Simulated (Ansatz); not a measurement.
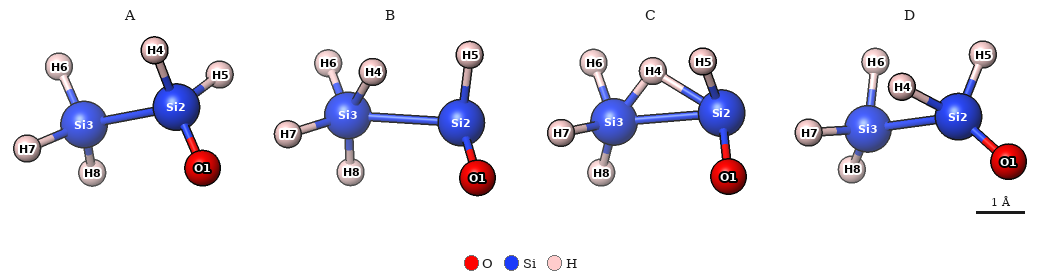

4 geometries from one relaxation of Si$_{2}$H$_{5}$O (charge −1), in shuffled order. A ball-and-stick model, seen at a tilt.

It is one of the separated reactants of a reaction.

These are results of RKS PBE-D4/def2-SVPD in Ansatz, not measurements. Settings: force threshold 0.03 eV/Å; at most 250 steps.

> Put them in the order of the run, from the start to the converged end.

C, B, D, A. They are steps 0, 7, 13, 20, at +81.4 kcal/mol, +39.9 kcal/mol, +13.2 kcal/mol relative to the last. H4 moves most after the best rigid fit: 1.77 Å. By element the largest moves are H 1.77 Å, Si 0.76 Å, O 0.28 Å. Among the contacts that change: Si3–H4 1.420 → 3.085 Å, Si2–H4 1.734 → 1.544 Å, O1–Si2 1.749 → 1.605 Å, Si3–H6 1.512 → 1.526 Å. Bonds break, among them: Si3–H4 (1.42 → 3.08 Å). Among the angles between lasting bonds that change: Si3–Si2–H4 35.9° → 100.4°, H4–Si2–H5 61.5° → 101.2°, O1–Si2–H5 99.0° → 118.3°. The energy falls by 81.4 kcal/mol in 20 geometry steps. Largest force component: 3.4 eV/Å at the start, 0.015 eV/Å at the end. Cost: 59 s on 2 threads of Intel Xeon Platinum 8259CL @ 2.50GHz (shared host).
